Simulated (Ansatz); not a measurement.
# How many bands does the GW gap of YPO4 (I4_1/amd) need?, part 2 of 2

Aim: see how the G0W0 gap of YPO4 (I4_1/amd) on r2SCAN moves with empty bands and screening cutoff, and what each rung costs.

Ansatz 0.2.0; G0W0 on r2SCAN, plane waves, PAW. Known limits of the many-body steps: not at the basis limit; no spin-orbit coupling; coarse k mesh.

So far. Step 4 (658 empty bands, screening to 160 eV): Against the run with 4×4×4 mesh, 305 empty bands, screening to 96 eV, the gap moves by +0.11 eV. Step 5 (Changing the k mesh: 2×2×2 mesh, 305 empty bands …): Against the run with 4×4×4 mesh, 305 empty bands, screening to 96 eV, the gap moves by +0.03 eV, while the start moved by +0.07 eV. A band edge is found at another k point on this mesh.

The database entry behind the starting cell differs from later determinations by our own check (impure mineral, about 0.2 % long), so it need not match the best structure at ambient conditions.

## (6) Changing the frequency model: 4×4×4 mesh, 305 empty bands, screening to 96 eV, plasmon pole

A plasmon pole stands in for the full frequency dependence of the screening; this run shows what that costs in accuracy.

The input, input.yaml:

```yaml
crystal:
  lattice:
    - [-3.44735, 3.44735, 3.0138]
    - [3.44735, -3.44735, 3.0138]
    - [3.44735, 3.44735, -3.0138]
  atoms:
    - { symbol: "Y", position: [0.75, 0.25, 0.5] }
    - { symbol: "Y", position: [0.0, 0.0, 0.0] }
    - { symbol: P, position: [0.5, 0.5, 0.0] }
    - { symbol: P, position: [0.25, 0.75, 0.5] }
    - { symbol: O, position: [0.1661, 0.3408, 0.8253] }
    - { symbol: O, position: [0.0908, 0.7655, 0.6747] }
    - { symbol: O, position: [0.5155, 0.3408, 0.1747] }
    - { symbol: O, position: [0.0908, 0.4161, 0.3253] }
    - { symbol: O, position: [0.5839, 0.9092, 0.6747] }
    - { symbol: O, position: [0.6592, 0.8339, 0.1747] }
    - { symbol: O, position: [0.2345, 0.9092, 0.3253] }
    - { symbol: O, position: [0.6592, 0.4845, 0.8253] }
kpoints:
  mp_grid: { grid: [4, 4, 4] }
hamiltonian:
  xc: r2scan
scf:
  occupations: { method: fixed }
gw:
  n_empty_bands: 305
  ecut_chi: 96
  qp_bands: [v4, c4]
  qp_kpoints: band_edges
  screening: { model: godby_needs }
```

Command:

```sh
> ansatz run input.yaml --threads 24 --pin off --max-ram 82944MiB --backend cuda --events-out ev --progress --plain --runs-dir out --devices 1 --max-vram 78GiB
```

Numbers of over 12 decimals in the logs are rounded to 6 here.

Output:

```text
GPUs: using 1 of 1 available (devices: 1).
[...]
Crystal: 12 atoms, lattice volume = 143.267 Å³
Basis set: ecut = 500 eV, 3683 PW (Γ), exchange–correlation on 180×180×180 points (64 copies of the dense FFT grid, shifted against one another)
Bands: 52, of which v1, the nominal top of the filled ones, is band 40 counted from 1 (39 counted from 0)
Symmetry: 16 space group operations
[...]
k-points: 13 of 64
[...]
6    42     13.4170    -8.5560    -4.4825   -14.5006  0.8609    14.8883    14.8791  root
     6    43     14.2308   -10.1508    -4.2938   -15.9711  0.8579    15.7667    15.7574  root
[...]
12    41     13.7473    -9.7282    -4.3995   -15.7317  0.8548    15.3627    15.3513  root
    12    42     13.7473    -9.7282    -4.3995   -15.7317  0.8548    15.3627    15.3513  root
    12    43     14.3707   -10.8434    -4.4115   -16.8921  0.8576    16.0186    16.0079  root
    12    44     14.3707   -10.8434    -4.4115   -16.8921  0.8576    16.0186    16.0079  root
[key lines of the parts left out:]
SCF converged after 7 iterations
```

It took 8.6 s on 1 × NVIDIA GB200 (shared by 2 runs) with 24 threads of Arm Neoverse V2, shared host; peak memory 2.7 GiB; 79 s of CPU time.

Numbers from this step:

```yaml
bands_summed: 345
plasmon_pole_fit_frequency: 27.75 eV
rpa_eps_infinity_on_this_mesh_eigenvalues: 2.820, 2.820, 3.158
plane_waves_in_the_screening_matrix: 313
g0w0_gap_on_the_mesh: 8.782 eV
k_of_the_valence_top: 0, 0, 0
k_of_the_conduction_bottom: 0, 0, 0
starting_gap_on_the_mesh: 6.630 eV
least_direct_g0w0_gap_on_the_computed_points: 8.782 eV
```

Against the run with 4×4×4 mesh, 305 empty bands, screening to 96 eV, the gap moves by +0.008 eV.

## (7) Changing the files: 4×4×4 mesh, 305 empty bands, screening to 96 eV, hard PAW files

Other atomic data (hard PAW) test the pseudisation: the cutoff goes from 500 to 1050 eV, with the same valence electrons.

input.yaml: that of step 6 with these lines changed.

```diff
@@ -22,2 +22,3 @@
   xc: r2scan
+  pseudopotentials: { kind: paw, source: ansatz }
 scf:
@@ -29,2 +30,2 @@
   qp_kpoints: band_edges
-  screening: { model: godby_needs }
+  screening: { model: contour_deformation }
```

Output:

```text
GPUs: using 1 of 1 available (devices: 1).
[...]
Crystal: 12 atoms, lattice volume = 143.267 Å³
Basis set: ecut = 1050 eV, 11043 PW (Γ), exchange–correlation on 288×288×288 points (64 copies of the dense FFT grid, shifted against one another)
Bands: 52, of which v1, the nominal top of the filled ones, is band 40 counted from 1 (39 counted from 0)
Symmetry: 16 space group operations
[...]
k-points: 13 of 64
[...]
5    42     13.5437    -8.7077    -4.5812   -14.7318  0.8435    15.0034    14.9866  root
     5    43     14.1015    -9.8978    -4.3244   -15.6830  0.8454    15.5776    15.5623  root
[...]
11    41     13.4111    -8.9864    -4.3957   -14.7980  0.8443    14.8423    14.8270  root
    11    42     13.4111    -8.9864    -4.3957   -14.7980  0.8443    14.8423    14.8270  root
    11    43     14.1556    -9.8489    -4.3789   -15.6989  0.8451    15.6424    15.6266  root
    11    44     14.1556    -9.8489    -4.3789   -15.6989  0.8451    15.6424    15.6266  root
[key lines of the parts left out:]
SCF converged after 8 iterations
```

Wall time 14 s (1 × NVIDIA GB200 (shared by 2 runs) with 24 threads); peak memory 4.3 GiB.

This step gave:

| Quantity | Value |
| --- | --- |
| bands summed | 345 |
| RPA ε∞ on this mesh (eigenvalues) | 2.820, 2.820, 3.159 |
| plane waves in the screening matrix | 313 |
| G0W0 gap on the mesh | 8.761 eV |
| k of the valence top | 0, 0, 0 |
| k of the conduction bottom | 0, 0, 0.25 |
| starting gap on the mesh | 6.621 eV |
| least direct G0W0 gap on the computed points | 8.790 eV |

Against the run with 4×4×4 mesh, 305 empty bands, screening to 96 eV, the gap moves by −0.013 eV.

## (8) The runs together

Times are wall times on 1 × NVIDIA GB200 (shared by 2 runs) with 24 threads of Arm Neoverse V2, shared host, good to a factor of about two.

```tsv
mesh	files	frequency	bands summed	cutoff (eV)	start (eV)	G0W0 (eV)	time	host memory (GiB)
4×4×4	default PAW	contour deformation	148	48	6.630	8.855	4.2 s	1.7
4×4×4	default PAW	contour deformation	345	96	6.630	8.773	7.7 s	2.1
4×4×4	default PAW	contour deformation	698	160	6.630	8.882	16 s	3.3
2×2×2	default PAW	contour deformation	345	96	6.697	8.801	2.2 s	1.6
4×4×4	default PAW	plasmon pole	345	96	6.630	8.782	8.6 s	2.7
4×4×4	hard PAW	contour deformation	345	96	6.621	8.761	14 s	4.3
```

The parts of the quasiparticle energy at the two band edges (eV; QP = start + Σx + Σc − Vxc):

```tsv
run	edge	start	Σx	Σc	Vxc	Z	QP
148 bands	valence top	6.35	-26.67	4.60	-21.43	0.81	5.72
148 bands	conduction bottom	13.26	-9.27	-3.70	-14.28	0.86	14.57
345 bands	valence top	6.35	-26.67	4.45	-21.43	0.80	5.56
345 bands	conduction bottom	12.98	-8.64	-4.29	-14.28	0.85	14.34
698 bands	valence top	6.35	-26.67	4.18	-21.43	0.80	5.29
698 bands	conduction bottom	12.98	-8.64	-4.45	-14.28	0.85	14.17
```

 Where G0W0 reorders the edges (148 bands), the two states listed lie further apart at the start than the starting gap.

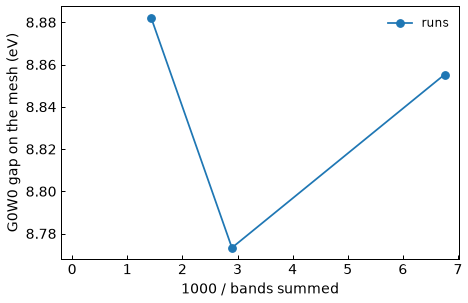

The gap against one over the number of bands.

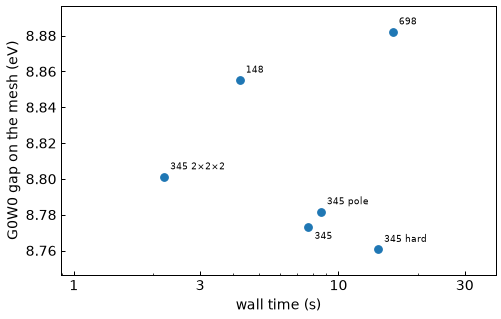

Result against wall time.

## (9) Outcome

```
148 bands, 48 eV  : 8.855 eV
345 bands, 96 eV  : 8.773 eV
698 bands, 160 eV : 8.882 eV
mesh and start    : 4×4×4, r2SCAN
```

From 148 to 698 bands the gap moves by +0.03 eV while the time grows 3.8-fold. The gap turns back along the series, so no limit is drawn from it. On the 2×2×2 mesh in place of 4×4×4 the gap differs by +0.03 eV, of which +0.07 eV is already in the start. The plasmon-pole model gives +0.01 eV against contour deformation, 0 % of the correction, and saved no time in this program. Hard PAW files move the gap by −0.01 eV at equal bands and cutoff, −0.01 eV of it in the start. The 4×4×4 mesh misses a band edge: over a band path and its finer mesh (run apart) the r2SCAN gap is 6.59 eV, so the G0W0 gap over the zone may lie about 0.04 eV below its value on the mesh. The many-body steps are scalar-relativistic: spin-orbit coupling is not in them.

[Paths, hosts, dates, memory and timing lines, banners, echoed tables and standing remarks are left out of the program output.]

[Logs are printed without paths, hosts, clocks, repeated set-up lines and the standing remarks that a program may print on its own settings, such as how far it seeks lower states.]

[Runs of the session that timed out or met a known fault of the program may be left out.]

[Cells called generated may have been cut or substituted from an entry of the Crystallography Open Database or the Materials Project.]

[Hosts, paths, dates, database ids (printed as entryN), source tags and the programs' standing remarks are cut or masked in the printed files.]
